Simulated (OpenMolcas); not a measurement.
# Si2H5OF (SMILES O[SiH](F)[SiH3]): levels of theory compared

Wanted: a comparison of 6 runs (HF/3-21G, HF/6-31G*, B2PLYP/6-31G*, B3LYP/6-31G*, PBE0/6-31G*, TPSS/6-31G*) of Si2H5OF. 

Program for the calculation: OpenMolcas 26.06.

1 further run of the same task is left out (set aside as unsound or not needed).

## Step 1: The molecule

The species is Si2H5OF (9 atoms), meant as a singlet with charge 0. SMILES: `O[SiH](F)[SiH3]`. Geometry: relaxed at PBE0-D4/def2-TZVP. This is one conformer, not always the lowest.

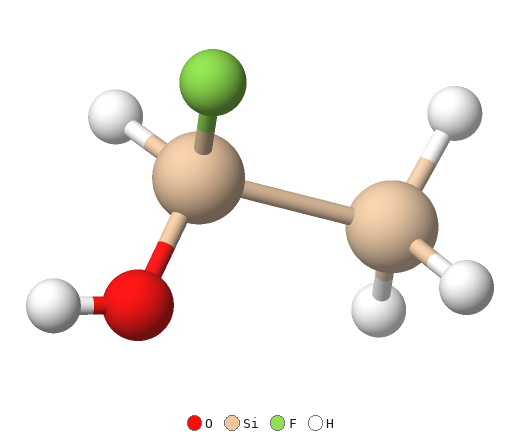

The structure, seen from a chosen angle (oxygen red, silicon light orange, fluorine green, hydrogen white).

## Step 2: Energy and gradient at HF/3-21G (run 1)

Input file geom.xyz:

```xyz
9

O     -0.392500    -0.610800     1.768100
Si    -0.831500    -0.160600     0.257700
F     -1.775600     1.133800     0.319400
Si     1.135000     0.371100    -0.891700
H     -1.050500    -1.005600     2.343000
H     -1.664600    -1.215400    -0.380600
H      0.798700     0.860600    -2.255200
H      1.981700    -0.845200    -1.013900
H      1.887800     1.425600    -0.163800
```

Input file mol.inp:

```
&GATEWAY
  BasLib
  $CurrDir
  Coord
  geom.xyz
  Basis
  3-21G
  Group
  NoSym

&SEWARD

&SCF
  Thresholds
  1e-10 1e-07 1e-07 1e-05
  PrOrbitals
  1 1

&ALASKA
```

The basis set 3-21G is read from a file made from the Basis Set Exchange's data (not shown).

Command:

```
$ export MOLCAS_MEM=1860
$ pymolcas mol.inp > mol.log
```

The log of the run:

```text
--- Start Module: gateway ---
[...]
--- Stop Module: gateway /rc=_RC_ALL_IS_WELL_ ---
[...]
      Basis functions           54
[...]
--- Start Module: scf ---
[...]
       Convergence after  12 Iterations
[...]
::    Total SCF energy                               -751.1297275462
[...]
      Total spin, S                                     0.0000000000
[...]
      Total electronic charge=   50.000000
      Total            charge=   -0.000000
[...]
      Dipole Moment (debye):
      Origin of the operator (angstrom)=   -0.3079    0.1758    0.1576
                   X= -5.9644E-01               Y= -1.8720E+00               Z=  1.5935E-01           Total=  1.9712E+00
      Quadrupole Moment (debye*angstrom):
[...]
--- Stop Module: scf /rc=_RC_ALL_IS_WELL_ ---
[...]
--- Start Module: alaska ---
[...]
 *              Molecular gradients               *
 **************************************************
  Irreducible representation: a
 ------------------------------------------------------------------------------------------
                              X                       Y                       Z
 ------------------------------------------------------------------------------------------
  O1                2.51940956498942E-03    6.26239693183450E-03   -1.61251527892823E-02
  SI2              -1.34712919630777E-02    1.24404099215552E-02    3.25762383319264E-02
  F3                1.58397508788930E-02   -2.09035427530413E-02   -4.04386918084226E-03
  SI4              -6.00160533210214E-04    1.81790279545346E-04    9.75166202449529E-04
  H5               -2.59103697765894E-03    2.72064287646945E-03   -1.22752623696147E-02
  H6               -3.18612744996249E-03   -1.36396461125043E-03   -6.59871356953001E-04
  H7               -5.42684092252887E-06    3.31425389912932E-04   -2.86926007015964E-05
  H8                9.43845381641939E-04   -3.17888477319173E-07   -2.69921738745071E-04
[...]
--- Stop Module: alaska /rc=_RC_ALL_IS_WELL_ ---
[...]
```

It took 5.1 s on 1 thread of AMD EPYC 7R43 (Zen 3), shared host; peak memory 0.38 GiB.

## Step 3: Energy and gradient at HF/6-31G(d) (spherical functions) (run 2)

Input file mol.xyz:

```xyz
9

O     -0.392500    -0.610800     1.768100
Si    -0.831500    -0.160600     0.257700
F     -1.775600     1.133800     0.319400
Si     1.135000     0.371100    -0.891700
H     -1.050500    -1.005600     2.343000
H     -1.664600    -1.215400    -0.380600
H      0.798700     0.860600    -2.255200
H      1.981700    -0.845200    -1.013900
H      1.887800     1.425600    -0.163800
```

Input file calc.input:

```
>>> EXPORT MOLCAS_PRINT=2

&GATEWAY
  BasLib = $CurrDir
  Coord = mol.xyz
  Basis = 6-31Gs
  Group = NoSym

&SEWARD

&SCF
  Thresholds = 1e-10 1e-07 1e-07 1e-05
  PrOrbitals = 1 1

&ALASKA
```

The basis set 6-31G* is read from a file made from the Basis Set Exchange's data (not shown).

Command:

```
$ export MOLCAS_MEM=1860
$ pymolcas calc.input > calc.log
```

The log of the run:

```text
--- Start Module: gateway ---
[...]
--- Stop Module: gateway /rc=_RC_ALL_IS_WELL_ ---
[...]
      Basis functions           74
[...]
--- Start Module: scf ---
[...]
       Convergence after  12 Iterations
[...]
::    Total SCF energy                               -755.1368953263
[...]
      Total spin, S                                     0.0000000000
[...]
      Total electronic charge=   50.000000
      Total            charge=   -0.000000
[...]
      Dipole Moment (debye):
      Origin of the operator (angstrom)=   -0.3079    0.1758    0.1576
                   X= -4.9513E-01               Y= -1.5982E+00               Z=  3.0195E-01           Total=  1.7001E+00
      Quadrupole Moment (debye*angstrom):
[...]
--- Stop Module: scf /rc=_RC_ALL_IS_WELL_ ---
[...]
--- Start Module: alaska ---
[...]
 *              Molecular gradients               *
 **************************************************
  Irreducible representation: a
 ------------------------------------------------------------------------------------------
                              X                       Y                       Z
 ------------------------------------------------------------------------------------------
  O1                9.67490280772854E-03    6.38400591903654E-03   -9.01116474523000E-03
  SI2               1.89675107464193E-03    4.68983405387036E-04    5.77687301846286E-03
  F3               -4.75443013637999E-04    1.45401466283168E-03   -9.66571713404640E-04
  SI4              -1.62301514884433E-03   -5.16945958568993E-04    1.64592966467936E-03
  H5               -8.40971040218808E-03   -5.23677147002521E-03    6.22637822941119E-03
  H6               -3.38934960404957E-03   -3.33462856927813E-03   -2.58529234675908E-03
  H7               -1.49489639546396E-03    1.17741859935938E-03   -3.22806781843976E-03
  H8                1.98490009201446E-03   -3.26636939940395E-03   -1.19778747980859E-04
[...]
--- Stop Module: alaska /rc=_RC_ALL_IS_WELL_ ---
[...]
```

Wall time 9.3 s (1 thread of AMD EPYC 7R43 (Zen 3), shared host); peak memory 0.42 GiB.

Runs 3 to 5 aren't shown in full; the table further down has their settings and results.

## Step 4: Energy and gradient at TPSS/6-31G(d) (spherical functions) (run 6)

Input file input.xyz:

```xyz
9

O     -0.392500    -0.610800     1.768100
Si    -0.831500    -0.160600     0.257700
F     -1.775600     1.133800     0.319400
Si     1.135000     0.371100    -0.891700
H     -1.050500    -1.005600     2.343000
H     -1.664600    -1.215400    -0.380600
H      0.798700     0.860600    -2.255200
H      1.981700    -0.845200    -1.013900
H      1.887800     1.425600    -0.163800
```

Input file mol.input:

```
&GATEWAY
 BasLib=$CurrDir
 Coord=input.xyz
 Basis=6-31Gs
 Group=NoSym

&SEWARD
 GridInput
 Grid=UltraFine
 End of Grid

&SCF
 KSDFT=2
 1.0 MGGA_X_TPSS
 1.0 MGGA_C_TPSS
 Thresholds=1e-10 1e-07 1e-07 1e-05
 PrOrbitals=1 2

&ALASKA
```

The basis set 6-31G* is read from a file made from the Basis Set Exchange's data (not shown).

Command:

```
$ export MOLCAS_MEM=1860
$ pymolcas mol.input > mol.log
```

The log of the run:

```text
--- Start Module: gateway ---
[...]
--- Stop Module: gateway /rc=_RC_ALL_IS_WELL_ ---
[...]
      Basis functions           74
[...]
--- Start Module: scf ---
[...]
       Convergence after  14 Iterations
[...]
::    Total KS-DFT energy                            -757.1654232598
[...]
      Total spin, S                                     0.0000000000
[...]
      Total electronic charge=   50.000000
      Total            charge=   -0.000000
[...]
      Dipole Moment (debye):
      Origin of the operator (angstrom)=   -0.3079    0.1758    0.1576
                   X= -5.3830E-01               Y= -1.3439E+00               Z=  5.3771E-01           Total=  1.5443E+00
      Quadrupole Moment (debye*angstrom):
[...]
--- Stop Module: scf /rc=_RC_ALL_IS_WELL_ ---
[...]
--- Start Module: alaska ---
[...]
 *              Molecular gradients               *
 **************************************************
  Irreducible representation: a
 ------------------------------------------------------------------------------------------
                              X                       Y                       Z
 ------------------------------------------------------------------------------------------
  O1               -1.68782748470919E-02   -8.58971952955478E-04   -7.51330278390938E-03
  SI2              -3.96927907860078E-03    7.67606676523336E-03    1.50424552406072E-02
  F3                1.11044782140794E-02   -1.51238430351306E-02   -2.74141284249352E-04
  SI4               1.17038829623972E-03    1.40815540063377E-03   -1.07930830415270E-03
  H5                1.06700031041274E-02    6.24653632836081E-03   -8.87100720655987E-03
  H6               -1.19791988055784E-04    1.28514446101313E-03    1.36765488007073E-03
  H7               -6.73242531025631E-04   -1.87172759114729E-04    2.17288599450249E-04
  H8               -7.63013914609534E-04   -3.51741789605953E-04    5.18077924929639E-04
[...]
--- Stop Module: alaska /rc=_RC_ALL_IS_WELL_ ---
[...]
```

Run time: 40 s. Hardware: 1 thread of AMD EPYC 7R43 (Zen 3), shared host; peak memory 0.43 GiB.

## Step 5: The series

| run | level | task | frozen core orbitals | energy (Eh) | dipole moment (D) | HOMO energy (eV) | LUMO energy (eV) | wall time |
| --- | --- | --- | --- | --- | --- | --- | --- | --- |
| 1 | HF/3-21G | gradient | – | -751.129728 | 1.97 | -11.19 | 3.75 | 5.1 s |
| 2 | HF/6-31G* (spherical functions) | gradient | – | -755.136895 | 1.70 | -11.16 | 3.46 | 9.3 s |
| 3 | B2PLYP/6-31G* (spherical functions) | energy | 12 | -756.688816 | 1.62 | -9.28 | 1.50 | 23 s |
| 4 | B3LYP/6-31G* (spherical functions) | gradient | – | -757.144113 | 1.57 | -7.93 | 0.12 | 32 s |
| 5 | PBE0/6-31G* (spherical functions) | gradient | – | -756.680633 | 1.59 | -8.17 | 0.31 | 30 s |
| 6 | TPSS/6-31G* (spherical functions) | gradient | – | -757.165423 | 1.54 | -7.09 | -0.36 | 40 s |

## Step 6: What came out

| quantity | value |
| --- | --- |
| run 6: total energy | -757.16542 Eh |
| run 6: dipole moment | 1.54 D |
| run 6: HOMO energy | -7.09 eV |
| run 6: LUMO energy | -0.36 eV |
| run 6: HOMO–LUMO gap | 6.73 eV |
| run 6: largest force on an atom | 0.965 eV/Å |

In words: The dipole moment (its size) runs from 1.54 D (TPSS/6-31G*) to 1.97 D (HF/3-21G). The two ends differ in method and basis. The HOMO–LUMO gap runs from 6.73 eV (TPSS/6-31G*) to 14.93 eV (HF/3-21G). For B2PLYP the log adds the whole second-order term; the table takes 0.27 of it, as the functional is defined. Totals of different functionals can't be ranked against each other. All runs together took 2.3 min, the longest 40 s.
